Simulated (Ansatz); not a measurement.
Take SiC in the zinc blende structure (space group F-43m, No. 216; a = 4.357 Å) as the base. Axes: x, y, z lie along the cube axes.

Now apply this change: biaxial strain +3.07 %, plane normal [001], relaxed out of plane (Cartesian); in-plane vectors clamped, the third vector and the atoms free.

Level of theory: r2SCAN in Ansatz (plane waves to 500 eV, PAW, without spin-orbit coupling), earlier PAW set.

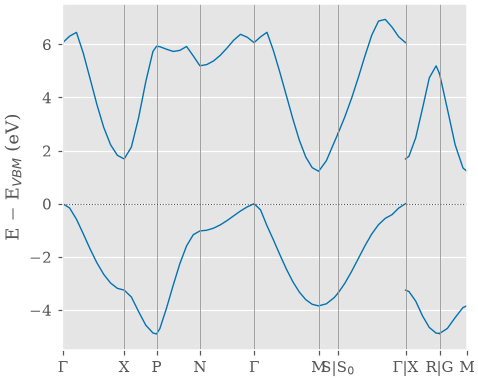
Figure: Highest valence and lowest conduction band along the path of the changed cell's own zone

**Question.** Read the changed gap and its character from the plot.

**Answer.** About 1.2 eV, indirect, Γ → M.

Whether these cells are dynamically stable was not tested. Labels are those of the standard path for the cell's own space group.

Ansatz is an electronic-structure program.
